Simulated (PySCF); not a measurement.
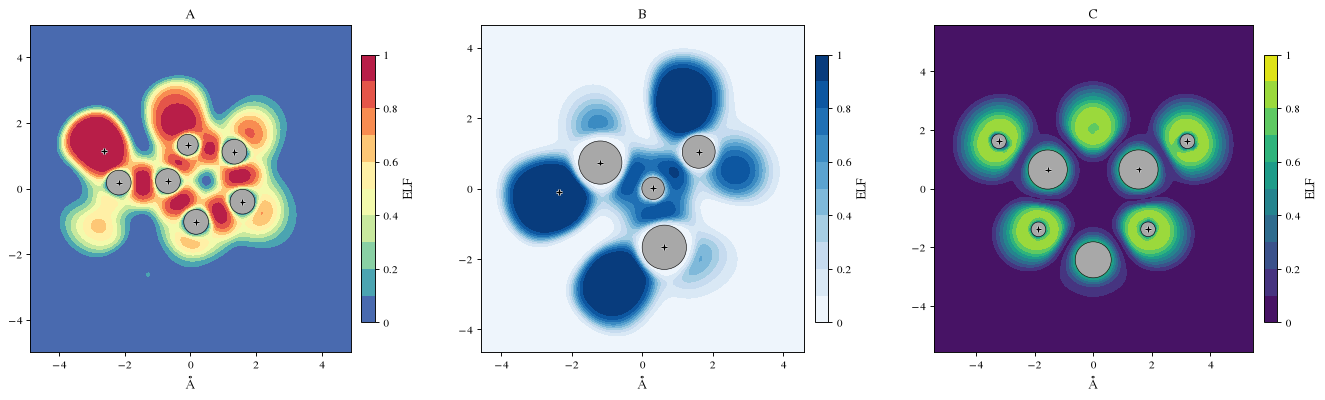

The electron localisation function of 3 systems, each on a plane through atoms (crosses mark nuclei in the plane; grey discs cover the cores).

Level of theory: PySCF, PBE0/def2-SVPD, SCF density, gas phase.

System 1: C6H9F2N, the plane of atoms C3, C2 and C6. Geometry: GFN2-xTB.

```xyz
18

C    -0.7110   -1.6776   -0.1262
C    -0.2810   -0.2962   -0.6132
C    -1.3649    0.7883   -0.4658
C    -0.6711    1.9166    0.3348
N     0.6348    1.4392    0.7052
C     0.8339    0.2933    0.2182
C     2.1333   -0.4177    0.4575
F     2.5956   -0.9801   -0.6880
F     1.9799   -1.4395    1.3382
H    -0.9944   -1.6407    0.9238
H     0.0993   -2.3934   -0.2398
H    -1.5608   -2.0263   -0.7085
H     0.0670   -0.3806   -1.6488
H    -2.2192    0.3978    0.0854
H    -1.7149    1.1470   -1.4312
H    -1.2065    2.1895    1.2462
H    -0.5338    2.8282   -0.2517
H     2.9052    0.2585    0.8521
```

System 2: BH9NSi2 (SMILES [BH3-]N([SiH3])[SiH3]) (charge −1), the plane of atoms B1, N2 and Si3. Geometry: GFN2-xTB, MD frame at 250 fs, 400 K.

```xyz
13

B    -0.0963    1.4488    0.8786
N    -0.4555   -0.0672    0.3080
Si    0.8364   -0.9217   -0.3077
Si   -2.0845   -0.5696    0.3522
H     1.0109    1.7695    0.4380
H    -0.1117    1.2902    2.1037
H    -0.9243    2.2155    0.6207
H     1.2171   -0.3870   -1.6667
H     0.6281   -2.3192   -0.6741
H     1.9947   -0.9738    0.5978
H    -2.6393   -0.8894    1.7245
H    -2.3965   -1.7262   -0.5454
H    -3.0950    0.4240   -0.2937
```

System 3: F9In3 ((F2In-mu-F)3), the plane of atoms F2, In1 and In9. Geometry: PBE0-D3(BJ)/def2-SVP; core potentials replace the inner electrons of In.

| atom | x (Å) | y (Å) | z (Å) |
| --- | --- | --- | --- |
| In | -1.2087 | 1.3214 | -0.3564 |
| F | -2.5142 | 2.5925 | -0.9752 |
| F | 0.0150 | 0.7076 | -1.9052 |
| F | 0.6032 | 1.3432 | 0.7487 |
| In | 1.2698 | -0.9203 | -1.2395 |
| F | 0.6227 | -2.5714 | -2.0151 |
| F | 2.9426 | 0.0124 | -1.5296 |
| F | -0.7765 | -0.7995 | -0.0208 |
| In | 0.0525 | -0.3270 | 1.9421 |
| F | 0.0853 | -0.8466 | 3.7938 |
| F | 1.5595 | -1.2566 | 0.8766 |
| F | -1.7152 | 0.8220 | 1.6459 |

**Which map belongs to which system?**

Panel A is system 1, C6H9F2N: the plane holds C, N and H. C–N (1.26 Å): the ELF peaks at about 0.90 between the atoms (a multiple bond). Panel B is system 2, BH9NSi2: the plane holds B, N, Si and H. B–N (1.66 Å): the ELF peaks at about 0.90 between the atoms, as expected for a polar covalent bond. Panel C is system 3, F9In3: the plane holds In and F. In–F (1.92 Å): the ELF peaks at about 0.80 in the valence shell of F, 0.6 Å from its nucleus, and drops to about 0.10 between the two atoms.
